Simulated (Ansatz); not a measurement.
**Ta (Im-3m): Drude plasma energy against volume**

The cell of Ta (Im-3m) is scaled evenly and the response computed anew at each volume, on one mesh.

Symmetry: Im-3m, No. 229, cubic system. The conventional cell has a = 3.303 Å, b = 3.303 Å, c = 3.303 Å, α = 90.00°, β = 90.00°, γ = 90.00°. Ta on site a is surrounded by 8 Ta at 2.86 Å.

Method: Ansatz 0.2.0, PBE, independent particles, k-mesh 18×18×18 with interpolation inside its cells, Gaussian parameter 0.1 eV.

Launch of the response step: `ansatz run input.yaml --threads 4 --pin off --max-ram 8192MiB --backend cpu --events-out ev --progress --plain --runs-dir out`. The series took 33 s in all, on 4 threads of Intel(R) Xeon(R) Platinum 8488C (Sapphire Rapids), on a shared host.

```tsv
V/V₀	V (Å³, primitive cell)	Drude plasma energy (eV)
0.94	16.93	?
0.96	17.29	9.266
0.98	17.65	9.052
1.00	18.01	8.846
1.02	18.37	8.649
1.04	18.73	8.461
1.06	19.09	8.281
```

For small changes the quantity should be close to linear in ln V.

Working, on the rows shown:

| x = ln(V/V₀) | y = Drude plasma energy |
| --- | --- |
| -0.040822 | 9.266 |
| -0.0202027 | 9.052 |
| 0 | 8.846 |
| 0.0198026 | 8.649 |
| 0.0392207 | 8.461 |
| 0.0582689 | 8.281 |

Means: x̄ = 0.0093779, ȳ = 8.7592. Σ(x − x̄)(y − ȳ) = -0.06834, Σ(x − x̄)² = 0.006873. Slope = -0.06834 / 0.006873 = -9.944; intercept = ȳ − slope · x̄ = 8.8524. The line misses the rows shown by at most 0.008 eV.

**Question.** Fill in the last column of the withheld row.

**Answer.** At x = -0.061875 the line gives y = 9.4677 eV. The run gave 9.489 eV, so the extrapolation is off by 0.021 eV, 1.8 % of the range in the table.

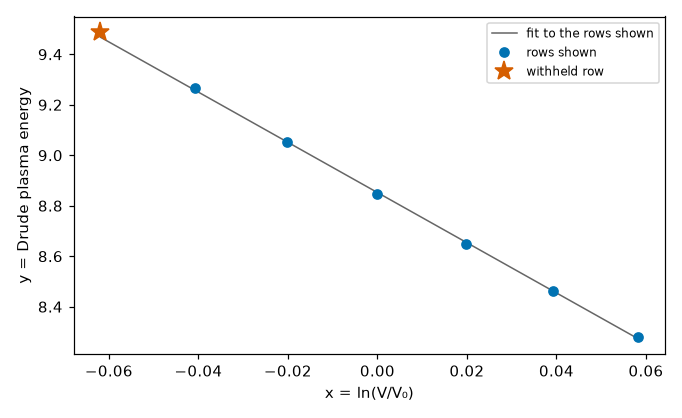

Between the rows on either side of x = 0 the slope is (8.649 − 9.052) / (0.019803 − (-0.020203)) = -10.07. So d ln ωp/d ln V = -1.14; free electrons would give −0.50. The values come from a sum over the points of one k-mesh and carry its error, which is largest for Fermi-surface quantities. Spin-orbit coupling is left out.

[Logs are printed without paths, hosts, clocks, repeated set-up lines and the standing remarks that a program may print on its own settings, such as how far it seeks lower states.]
